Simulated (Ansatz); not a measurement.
CH₆BrGa: several calculations on one system

Part 1: Relaxation

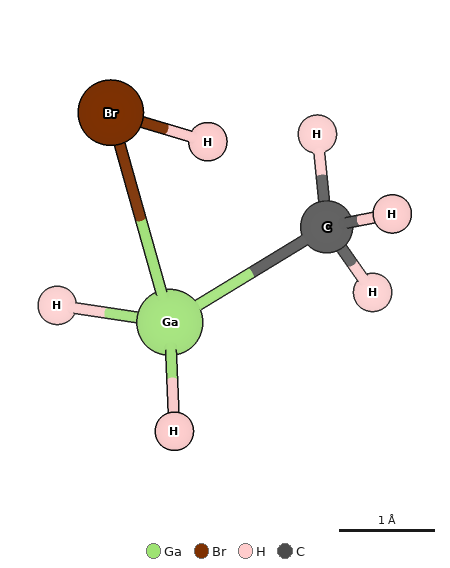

Starting structure of CH6BrGa (started from a transition state, displaced along its imaginary mode). A ball-and-stick model, seen from a free direction.

Computed with RKS PBE0-D4/def2-TZVP in Ansatz.

Input
```yaml
crystal:
  periodic: [false, false, false]
  atoms:
    - {symbol: Ga, position_ang: [-0.730420, -0.630826, -0.535139]}
    - {symbol: Br, position_ang: [1.164449, 0.984287, -1.979713]}
    - {symbol: H, position_ang: [-0.243975, -2.054211, -1.025440]}
    - {symbol: H, position_ang: [-2.058714, 0.062895, -1.040636]}
    - {symbol: H, position_ang: [0.909936, 0.772274, -0.696453]}
    - {symbol: C, position_ang: [0.147075, 0.134222, 1.043265]}
    - {symbol: H, position_ang: [0.051628, 1.223054, 1.199575]}
    - {symbol: H, position_ang: [1.204392, -0.129387, 1.207922]}
    - {symbol: H, position_ang: [-0.444370, -0.362308, 1.826718]}
basis:
  gaussian: {orbitals: def2-TZVP}
hamiltonian: {xc: pbe0, dispersion: d4}
relax: {f_tol: 0.005, max_steps: 200}
```

Command:
```bash
ansatz run in.yaml --threads 4 --pin off --events-out ev --progress --plain --max-ram 9574MiB
```

What does the optimiser find from here?

The largest move after the best rigid fit is that of H5, 1.06 Å. Largest moves by element: H 1.06 Å, Br 0.29 Å, C 0.22 Å, Ga 0.11 Å. Among the contacts that change: Br2–H5 1.325 → 1.423 Å, Ga1–Br2 2.879 → 2.928 Å, Ga1–C6 1.961 → 1.978 Å, C6–H7 1.104 → 1.092 Å. Bond angles that change, for instance: Ga1–Br2–H5 45.4° → 91.7°, Ga1–C6–H9 99.0° → 109.1°, Br2–Ga1–C6 83.7° → 92.8°. After 9 geometry steps the energy has fallen by 43.0 kJ/mol. The largest force component goes from 4 to 0.0029 eV/Å. Cost: 25 s on 4 threads of Arm Neoverse V2, with other jobs on the host.

Final geometry:

```xyz
9

Ga   -0.7941   -0.6836   -0.4620
Br    1.0104    0.8492   -2.1843
H    -0.3249   -2.0735   -1.0342
H    -2.0909   -0.0119   -1.0506
H     1.6687    1.4186   -1.0580
C     0.0227    0.0291    1.1923
H    -0.0811    1.1139    1.2639
H     1.0781   -0.2395    1.2745
H    -0.4888   -0.4022    2.0585
```

After the run, drawn alike:

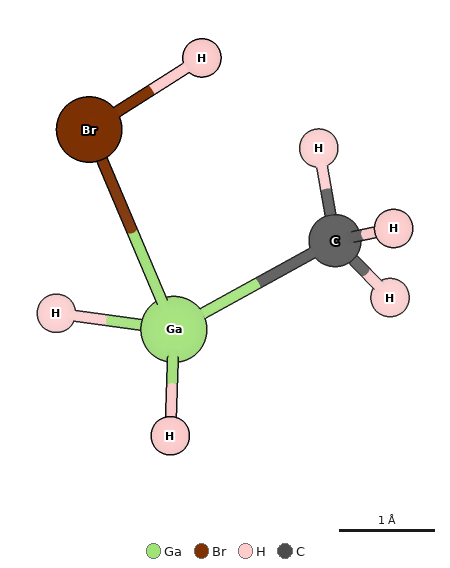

Part 2: Relaxation

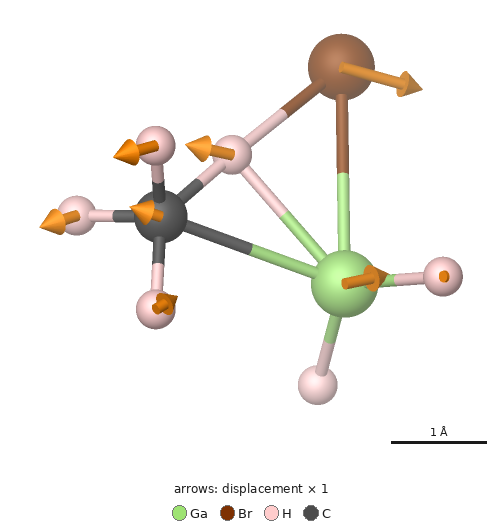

This is a relaxation of CH6BrGa (started from a transition state, displaced along its imaginary mode). The starting structure is drawn; orange arrows show the displacements, at their true length. The two geometries are superimposed by the best rigid fit.

A ball-and-stick model, seen at a tilt.

All numbers below come from RKS PBE0-D4/def2-TZVP (Ansatz 0.2.0).

Input file:
```yaml
crystal:
  periodic: [false, false, false]
  atoms:
    - {symbol: Ga, position_ang: [-0.671876, -0.581055, -0.830734]}
    - {symbol: Br, position_ang: [1.051800, 0.881887, -2.012940]}
    - {symbol: H, position_ang: [-0.205772, -2.053028, -0.978233]}
    - {symbol: H, position_ang: [-2.051799, 0.108349, -0.995119]}
    - {symbol: H, position_ang: [0.618482, 0.526690, -0.233049]}
    - {symbol: C, position_ang: [0.299767, 0.264336, 0.955158]}
    - {symbol: H, position_ang: [0.098497, 1.286174, 1.269799]}
    - {symbol: H, position_ang: [1.280457, -0.078132, 1.282909]}
    - {symbol: H, position_ang: [-0.419557, -0.355220, 1.542308]}
basis:
  gaussian: {orbitals: def2-TZVP}
hamiltonian: {xc: pbe0, dispersion: d4}
relax: {f_tol: 0.005, max_steps: 200}
```

Command:
```bash
ansatz run in.yaml --threads 4 --pin off --events-out ev --progress --plain --max-ram 9574MiB
```

What did the optimiser do to the structure, and how much energy did it gain?

Br2 moves most after the best rigid fit: 0.97 Å. Largest moves by element: Br 0.97 Å, Ga 0.60 Å, H 0.58 Å, C 0.38 Å. Some distances before and after: Br2–H5 1.866 → 3.143 Å, Ga1–C6 2.202 → 3.106 Å, Ga1–H5 1.803 → 2.631 Å, Ga1–Br2 2.551 → 2.304 Å. Bonds break, among them: Br2–H5 (1.87 → 3.14 Å), Ga1–C6 (2.20 → 3.11 Å), Ga1–H5 (1.80 → 2.63 Å). Among the angles between lasting bonds that change: H5–C6–H9 140.9° → 112.2°, H5–C6–H7 97.1° → 108.6°, H5–C6–H8 97.0° → 108.4°. After 11 accepted moves (12 points after the start) the energy has fallen by 1.372 eV. The largest force component goes from 1.6 to 0.0036 eV/Å. The line search rejected the trial step at point 7 of the run. The run took 32 s on 4 threads of Arm Neoverse V2 (shared host).

Part 3: Reaction

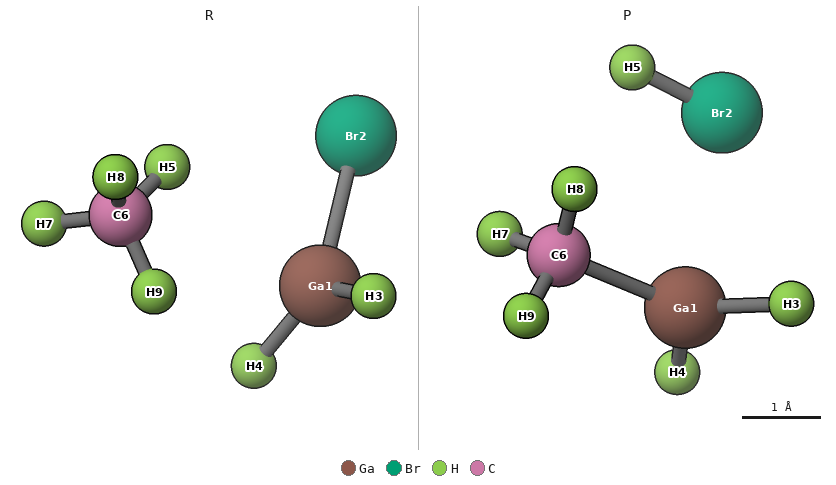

Reactant (R) and product (P) of one elementary step of CH6BrGa. Style: ball-and-stick. Shown at a tilt.

Stationary points at PBE0-D4/def2-TZVP, single-point energies with CCSD(T)/CBS, B3LYP-D4, BHLYP-D4 (def2-TZVPP where no basis is named; Ansatz 0.2.0). The energies are electronic, without zero-point or thermal terms, and both ends are the relaxed geometries reached downhill from the saddle, with any fragments still in contact. CCSD(T)/CBS stands for a frozen-core estimate: MP2 correlation extrapolated from def2-TZVPP and def2-QZVPP, CCSD(T) minus MP2 from the smaller set.

R:
```xyz
9

Ga   -0.7084   -0.6103   -1.4226
Br    0.6711    0.5552   -2.8530
H    -0.2244   -2.0434   -1.0564
H    -2.0416    0.1049   -1.0574
H     0.8257    0.6777    0.2837
C     0.4579    0.3970    1.2744
H     0.0933    1.2925    1.7753
H     1.2814   -0.0428    1.8351
H    -0.3549   -0.3308    1.2211
```

P:
```xyz
9

Ga   -0.7923   -0.6821   -0.4674
Br    1.0189    0.8566   -2.1775
H    -0.3208   -2.0700   -1.0424
H    -2.0868   -0.0084   -1.0588
H     1.6727    1.4222   -1.0467
C     0.0180    0.0250    1.1925
H    -0.0860    1.1097    1.2673
H     1.0732   -0.2438    1.2779
H    -0.4968   -0.4092    2.0552
```

Question: Predict the saddle point between them and the barrier.

Answer: Counted by bonded pieces, R holds CH₄ + GaH₂Br and P holds CH₅Ga + HBr. From R over the saddle to P, bonds form: Ga1–C6 (3.11 → 2.08 → 1.98 Å), Br2–H5 (3.14 → 1.60 → 1.42 Å). Bonds break: Ga1–Br2 (2.30 → 2.71 → 2.93 Å), H5–C6 (1.09 → 1.62 → 3.12 Å). The saddle has one imaginary mode, 653i cm⁻¹. The end R keeps a soft imaginary mode of 62i cm⁻¹, so it isn't quite a minimum. The end P keeps a soft imaginary mode of 38i cm⁻¹, so it isn't quite a minimum. With CCSD(T)/CBS the barrier is 1.91 eV from R and 0.43 eV from P, and P lies 1.48 eV above R. By Pauling bond orders of the changing bonds the saddle lies closer to P, the higher end, as Hammond's postulate suggests.

```tsv
level	barrier from R (eV)	barrier from P (eV)	P less R (eV)
CCSD(T)/CBS	1.91	0.43	1.48
B3LYP-D4	1.96	0.40	1.56
BHLYP-D4	2.17	0.53	1.63
```

Against CCSD(T)/CBS, B3LYP-D4 comes closest on the barrier from R (+0.05 eV) and BHLYP-D4 misses most (+0.26 eV).

Saddle geometry:

```xyz
9

Ga   -0.7011   -0.6059   -0.6829
Br    1.1081    0.9331   -1.9963
H    -0.2249   -2.0536   -1.0018
H    -2.0553    0.0856   -1.0179
H     0.7642    0.6495   -0.4648
C     0.2234    0.1993    0.9992
H     0.0751    1.2546    1.2347
H     1.2424   -0.1038    1.2454
H    -0.4320   -0.3588    1.6845
```

The saddle point in the same view, with dashed sticks for the bonds that form or break:

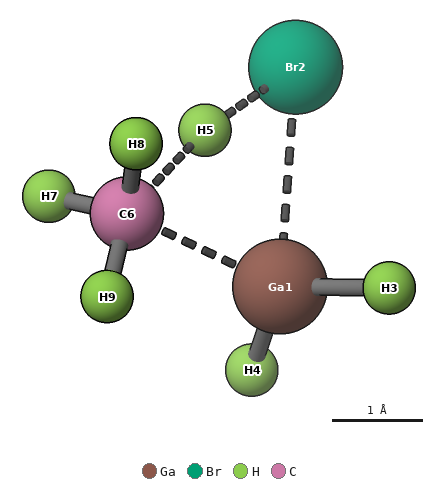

Limits of the set-up: the start holds two separate molecules, 2.6 Å apart at their closest, whose relative position is a soft coordinate.
